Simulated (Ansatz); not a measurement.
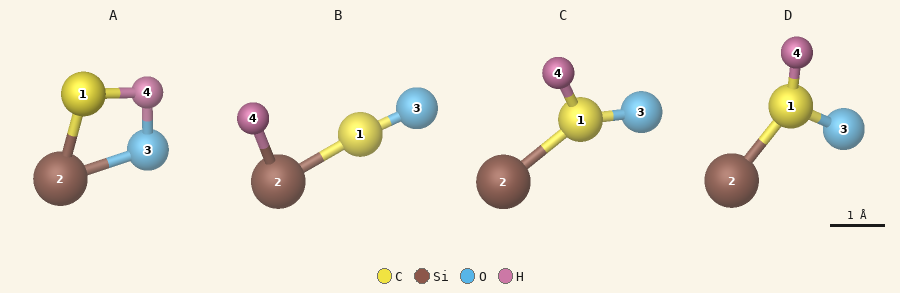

4 geometries from a converged minimum-energy path of CHOSi (charge −1), shuffled. A ball-and-stick model, seen at a tilt.

Computed with UKS B3LYP/def2-SVP (Ansatz 0.2.0). Run with 5 movable images; climbing image; force threshold 0.03 eV/Å; iteration limit 60; starting path through a guess of the saddle point.

Which frame is the top of the path?

A. In order along the path, whose images run from 0 to 6: B (image 0, 0.0 kJ/mol), C (image 2, +119.7 kJ/mol), D (image 3, +154.4 kJ/mol), A (image 5, +371.8 kJ/mol). Breaking: C1–O3 (1.19 → 1.97 at the top → 1.86 Å), Si2–H4 (1.55 → 2.29 at the top → 2.40 Å). Forming: O3–H4 (3.35 → 1.23 at the top → 0.96 Å), Si2–O3 (2.97 → 1.78 at the top → 1.93 Å).

Limits of the set-up: the basis has no diffuse functions, which an anion needs.

Cost: 13 min on 1 thread of Arm Neoverse N1 (shared host), peak memory 0.21 GiB.
